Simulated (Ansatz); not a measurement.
# CH3BO2: rigid scan of one bond length in Python

How does the energy of CH3BO2 change as one bond is stretched? Aim: a rigid scan of one bond length, for CH3BO2, run from a script.

Program: Ansatz 0.2.0, driven from Python. Level of theory: PBE/def2-SVP. These are calculated values, not measurements.

## Step 1: The system

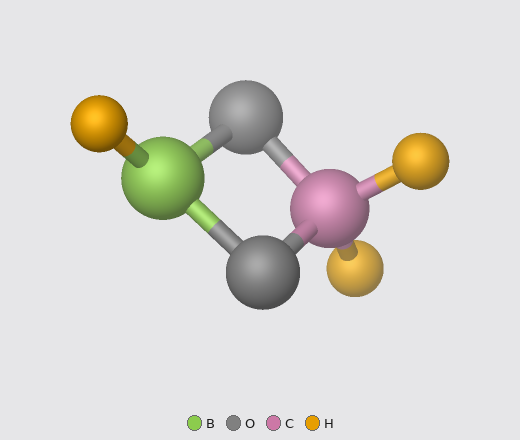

The structure that the script starts from, seen from a chosen angle (boron green, oxygen grey, carbon pink, hydrogen amber).

No structure file is read: the coordinates are typed or built in the script.

## Step 2: The code

The input, scan_ch3bo2.py:

```python
"""Potential curve of CH3BO2 along one bond."""

import ansatz as az
import matplotlib.pyplot as plt
import numpy as np

geometry_ang = [
    ("B", (-0.9749, 0.2123, -0.6035)),
    ("O", (-0.6278, 0.0948, 0.8126)),
    ("C", (0.5825, -0.3201, 0.3929)),
    ("O", (0.3986, -0.2881, -0.9356)),
    ("H", (-1.5843, 1.1542, -1.1443)),
    ("H", (0.8324, -1.3387, 0.7581)),
    ("H", (1.4348, 0.4176, 0.6741)),
]
system = az.Crystal.molecule()
for symbol, xyz in geometry_ang:
    system = system.atom(symbol, xyz)

symbols = [site.symbol for site in system.cartesian_sites]
start = np.array([site.position_ang for site in system.cartesian_sites])
axis = (start[6] - start[2]) / np.linalg.norm(start[6] - start[2])
moving = [6]
lengths, energies = [0.99, 1.07, 1.16, 1.28, 1.45, 1.74, 2.09, 2.56], []
for length in lengths:
    xyz = start.copy()
    xyz[moving] += (length - np.linalg.norm(start[6] - start[2])) * axis
    point = az.Crystal.molecule()
    for symbol, xyz in zip(symbols, xyz):
        point = point.atom(symbol, xyz.tolist())
    base = point.calculation()
    base = base.basis(gaussian="def2-SVP").functional("PBE")
    base = base.spin("collinear")
    data = base.run().report
    energies.append(data["free_energy_ev"])
    print(f"r = {length:6.3f} A  E = {energies[-1]:.5f} eV  <S^2> = {abs(data['mean_field']['state']['spin_squared']):.3f}")

print("energy above the lowest point (eV):", [round(e - min(energies), 3) for e in energies])
plt.figure(figsize=(4.5, 3))
plt.plot(lengths, np.array(energies) - min(energies), "o-")
plt.xlabel("bond length (A)")
plt.ylabel("E - E(min) (eV)")
plt.tight_layout()
plt.savefig("scan.png", dpi=100)
```

## Step 3: What the engine is handed

The engine receives this input (first run):

```yaml
crystal:
  periodic: [false, false, false]
  atoms:
    - { symbol: B, position_ang: [-0.9749, 0.2123, -0.6035] }
    - { symbol: O, position_ang: [-0.6278, 0.0948, 0.8126] }
    - { symbol: C, position_ang: [0.5825, -0.3201, 0.3929] }
    - { symbol: O, position_ang: [0.3986, -0.2881, -0.9356] }
    - { symbol: H, position_ang: [-1.5843, 1.1542, -1.1443] }
    - { symbol: H, position_ang: [0.8324, -1.3387, 0.7581] }
    - { symbol: H, position_ang: [1.3087910036882011, 0.30853413518806283, 0.6325257541207582] }
basis:
  gaussian:
    orbitals: def2-SVP
hamiltonian:
  xc: pbe
magnetization:
  spin_polarized: true
```

## Step 4: Launch

Launch:

```bash
$ python scan_ch3bo2.py
```

Q: Predict the main results. Wanted: range of energy; lowest point, distance.

The runs gave:

```
                  quantity     value
             runs compared         8
           range of energy  3.843 eV
lowest point, distance (Å)      1.16
```

In words: The lowest point, at 1.16, lies inside the range. The ends stand 0.303 and 3.84 eV above it. The distance scanned is the script's pair 2, 6. <S²> moves from 0.00 to 0.74: along the scan the mean field breaks spin symmetry. Notes:
- The rest of the molecule is held rigid at a force-field or estimated start geometry, and the basis set is modest; single-reference methods fail as a bond breaks.
